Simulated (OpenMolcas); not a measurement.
**doublet [H3O]2+ at 6 levels**

Wanted: a comparison of 6 runs (ROHF/STO-3G, U-r2SCAN/STO-3G, UM06-2X/STO-3G, UPBE0/STO-3G, ROMP2/STO-3G, ROCCSD(T)/STO-3G) of doublet [H3O]2+. 

Program for the calculation: OpenMolcas 26.06.

### Step 1. The structure to begin with

The species is [H3O]2+ (4 atoms), meant as a doublet with charge +2. As SMILES of the parent species, `[OH3+]`. The coordinates come from a GFN2-xTB relaxation. That shape belongs to the parent species and isn't relaxed for this state.

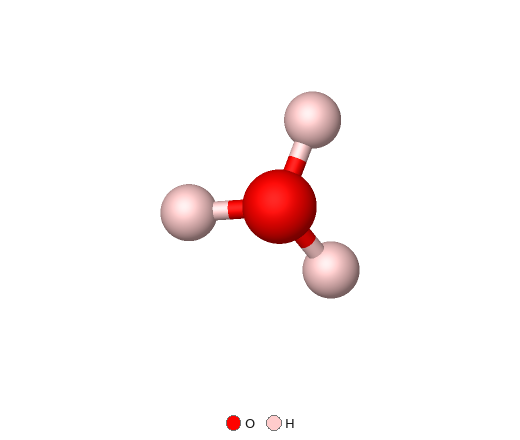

The structure, seen from a chosen angle (oxygen red, hydrogen pink).

### Step 2. The energy at ROHF/STO-3G (run 1)

step1.inp reads:

```
&GATEWAY
 BasLib
 $CurrDir
 Coord
 4
 angstrom
 O        0.196050      -0.061020      -0.056900
 H        0.214230       0.919440       0.016470
 H       -0.413410      -0.366620      -0.765680
 H        0.003130      -0.491800       0.806120
 Basis
 STO-3G
 Group
 NoSym

&SEWARD

&SCF
 UHF
 Charge
 2
 Spin
 2
 Scramble
 0.25
 PrOrbitals
 1 1

&RASSCF
 FileOrb
 $Project.UnaOrb
 Spin
 2
 Nactel
 1 0 0
 Inactive
 4
 Ras2
 1
 OutOrbitals
 Canonical
 OrbListing
 Nothing
```

The basis set STO-3G is read from a file made from the Basis Set Exchange's data (not shown).

Started as:

```bash
$ export MOLCAS_MEM=1860
$ pymolcas step1.inp > step1.log
```

Log:

```text
--- Start Module: gateway ---
[...]
--- Stop Module: gateway /rc=_RC_ALL_IS_WELL_ ---
[...]
      Basis functions            8
[...]
--- Start Module: scf ---
[...]
       Convergence after  14 Iterations
[...]
::    Total SCF energy                                -74.5089365557
[...]
      Total spin, S                                     0.5025835616
[...]
--- Stop Module: scf /rc=_RC_ALL_IS_WELL_ ---
--- Start Module: rasscf ---
[...]
      Number of active orbitals                  1
[...]
      Spin quantum number                      0.5
[...]
      Active orbitals                            1
[...]
      Number of CSFs                             1
[...]
      Number of root(s) required                 1
[...]
      Convergence after  6 iterations
[...]
      printout of CI-coefficients larger than  0.05 for root  1
      energy=     -74.507036
      conf/sym  1     Coeff  Weight
             1  u   1.00000 1.00000
      Natural orbitals and occupation numbers for root  1
      sym 1:   1.000000
      ************************************************************************************************************************
      *                                                    Final results                                                     *
[...]
::    RASSCF root number  1 Total energy:    -74.50703590
[...]
      Total electronic charge=    9.000000
      Total            charge=    2.000000
[...]
      Dipole Moment (debye):
      Origin of the operator (angstrom)=    0.1545   -0.0481   -0.0448
                   X= -1.7332E+00               Y=  5.3916E-01               Z=  5.0327E-01           Total=  1.8836E+00
      Center of Charge (angstrom)
[...]
--- Stop Module: rasscf /rc=_RC_ALL_IS_WELL_ ---
[...]
```

Wall time 2.3 s (1 thread of Arm Neoverse V1, shared host); peak memory 0.37 GiB.

### Step 3. The energy at U-r2SCAN/STO-3G (run 2)

calc.input reads:

```
&GATEWAY
 BasLib = $CurrDir
 Coord
 4
 angstrom
 O        0.196050      -0.061020      -0.056900
 H        0.214230       0.919440       0.016470
 H       -0.413410      -0.366620      -0.765680
 H        0.003130      -0.491800       0.806120
 Basis = STO-3G
 Group = NoSym

&SEWARD
 GridInput
 Grid=UltraFine
 End of Grid

&SCF
 UHF
 Charge = 2
 Spin = 2
 KSDFT = 2
 1.0 MGGA_X_R2SCAN
 1.0 MGGA_C_R2SCAN
 Thresholds = 1e-10 1e-07 1e-07 1e-05
 PrOrbitals = 1 1
```

The basis set STO-3G is read from a file made from the Basis Set Exchange's data (not shown).

Started as:

```bash
$ export MOLCAS_MEM=1860
$ pymolcas calc.input > calc.log
```

Log:

```text
--- Start Module: gateway ---
[...]
--- Stop Module: gateway /rc=_RC_ALL_IS_WELL_ ---
--- Start Module: seward ---
[...]
      Basis functions            8
--- Stop Module: seward /rc=_RC_ALL_IS_WELL_ ---
--- Start Module: scf ---
[...]
       Convergence after  14 Iterations
[...]
::    Total KS-DFT energy                             -74.7818141624
[...]
      Total spin, S                                     0.5011928434
[...]
      Total electronic charge=    9.000000
      Total            charge=    2.000000
[...]
      Dipole Moment (debye):
      Origin of the operator (angstrom)=    0.1545   -0.0481   -0.0448
                   X= -1.7126E+00               Y=  5.3282E-01               Z=  4.9724E-01           Total=  1.8612E+00
      Center of Charge (angstrom)
[...]
--- Stop Module: scf /rc=_RC_ALL_IS_WELL_ ---
[...]
```

Run time: 6.3 s. Hardware: 1 thread of Arm Neoverse V1, shared host; peak memory 0.37 GiB.

### Step 4. A single-point energy at UM06-2X/STO-3G (run 3)

calc.inp reads:

```
&GATEWAY
  BasLib=$CurrDir
  Coord
  4
  angstrom
  O        0.196050      -0.061020      -0.056900
  H        0.214230       0.919440       0.016470
  H       -0.413410      -0.366620      -0.765680
  H        0.003130      -0.491800       0.806120
  Basis=STO-3G
  Group=NoSym

&SEWARD
  GridInput
  Grid=UltraFine
  End of Grid

&SCF
  UHF
  Charge=2
  Spin=2
  KSDFT=M062X
  Thresholds=1e-10 1e-07 1e-07 1e-05
  PrOrbitals=1 1
```

The basis set STO-3G is read from a file made from the Basis Set Exchange's data (not shown).

Started as:

```bash
$ export MOLCAS_MEM=1860
$ pymolcas calc.inp > calc.log
```

Log:

```text
--- Start Module: gateway ---
[...]
--- Stop Module: gateway /rc=_RC_ALL_IS_WELL_ ---
--- Start Module: seward ---
[...]
      Basis functions            8
--- Stop Module: seward /rc=_RC_ALL_IS_WELL_ ---
--- Start Module: scf ---
[...]
       Convergence after  12 Iterations
[...]
::    Total KS-DFT energy                             -74.8048363380
[...]
      Total spin, S                                     0.5009079318
[...]
      Total electronic charge=    9.000000
      Total            charge=    2.000000
[...]
      Dipole Moment (debye):
      Origin of the operator (angstrom)=    0.1545   -0.0481   -0.0448
                   X= -1.7021E+00               Y=  5.2954E-01               Z=  4.9422E-01           Total=  1.8498E+00
      Center of Charge (angstrom)
[...]
--- Stop Module: scf /rc=_RC_ALL_IS_WELL_ ---
[...]
```

It took 5.7 s on 1 thread of Arm Neoverse V1, shared host; peak memory 0.37 GiB.

Runs 4 to 5 aren't shown in full; the table further down has their settings and results.

### Step 5. A single-point energy at ROCCSD(T)/STO-3G (run 6)

calc.input reads:

```
* H3O CCSD(T)

&GATEWAY
  BasLib = $CurrDir
  Coord
  4
  angstrom
  O        0.196050      -0.061020      -0.056900
  H        0.214230       0.919440       0.016470
  H       -0.413410      -0.366620      -0.765680
  H        0.003130      -0.491800       0.806120
  Basis = STO-3G
  Group = NoSym

&SEWARD

&SCF
  UHF
  Charge = 2
  Spin = 2
  Thresholds = 1e-10 1e-07 1e-07 1e-05
  PrOrbitals = 1 1

&RASSCF
  FileOrb = $Project.UnaOrb
  Spin = 2
  Nactel = 1 0 0
  Inactive = 4
  Ras2 = 1
  OutOrbitals = Canonical
  OrbListing = Nothing

&MOTRA
  JobIph
  Frozen = 1

&CCSDT
  CCT
  Triples = 3
  Iterations = 80
  Accuracy = 1e-08
  Extrapolation = 5 4
```

The basis set STO-3G is read from a file made from the Basis Set Exchange's data (not shown).

Started as:

```bash
$ export MOLCAS_MEM=1860
$ pymolcas calc.input > calc.log
```

Log:

```text
--- Start Module: gateway ---
[...]
--- Stop Module: gateway /rc=_RC_ALL_IS_WELL_ ---
[...]
      Basis functions            8
[...]
       Convergence after  13 Iterations
[...]
::    Total SCF energy                                -74.5089365558
[...]
      Total spin, S                                     0.5025833660
[...]
      Number of active orbitals                  1
[...]
      Spin quantum number                      0.5
[...]
      Active orbitals                            1
[...]
      Number of CSFs                             1
[...]
      Number of root(s) required                 1
[...]
      Convergence after  4 iterations
[...]
      printout of CI-coefficients larger than  0.05 for root  1
      energy=     -74.507036
      conf/sym  1     Coeff  Weight
             1  u   1.00000 1.00000
      Natural orbitals and occupation numbers for root  1
      sym 1:   1.000000
      ************************************************************************************************************************
      *                                                    Final results                                                     *
[...]
::    RASSCF root number  1 Total energy:    -74.50703590
[...]
      Total electronic charge=    9.000000
      Total            charge=    2.000000
[...]
      Dipole Moment (debye):
      Origin of the operator (angstrom)=    0.1545   -0.0481   -0.0448
                   X= -1.7332E+00               Y=  5.3917E-01               Z=  5.0328E-01           Total=  1.8836E+00
      Center of Charge (angstrom)
[...]
--- Start Module: motra ---
[...]
      *** WARNING: Default frozen orbitals is overwritten by user input.
      *** Default values:   1
[...]
--- Stop Module: motra /rc=_RC_ALL_IS_WELL_ ---
--- Start Module: ccsdt ---
[...]
      Convergence after                    13  Iterations
      Total energy (diff) :     -74.55364662       0.00000000
[...]
 METHOD                       : CCSD+T(CCSD)+<T3(1)WT1>+<T3(1)UT2> = CCSD(T)
[...]
       CCSD     =       -74.5536466235916
[...]
--- Stop Module: ccsdt /rc=_RC_ALL_IS_WELL_ ---
[...]
```

It took 2.4 s on 1 thread of Arm Neoverse V1, shared host; peak memory 0.37 GiB.

### Step 6. All runs side by side

```csv
run,level,scramble,integration grid,SCF convergence threshold,energy (Eh),wall time
1,ROHF/STO-3G,0.25,–,–,-74.507036,2.3 s
2,U-r2SCAN/STO-3G,–,UltraFine,1e-10,-74.781814,6.3 s
3,UM06-2X/STO-3G,–,UltraFine,1e-10,-74.804836,5.7 s
4,UPBE0/STO-3G,–,UltraFine,1e-10,-74.740901,4.5 s
5,ROMP2/STO-3G,–,–,1e-10,-74.543054,2.3 s
6,ROCCSD(T)/STO-3G,–,–,1e-10,-74.554036,2.4 s
```

### Step 7. What came out

```
             quantity         value
  run 6: total energy  -74.55404 Eh
run 6: (T) correction     -0.39 mEh
```

Totals of different functionals can't be ranked against each other. In runs 1, 2, 3, 4, 5, 6 the basis is minimal, so dipoles, gaps and forces are rough. All runs together took 24 s, the longest 6.3 s.
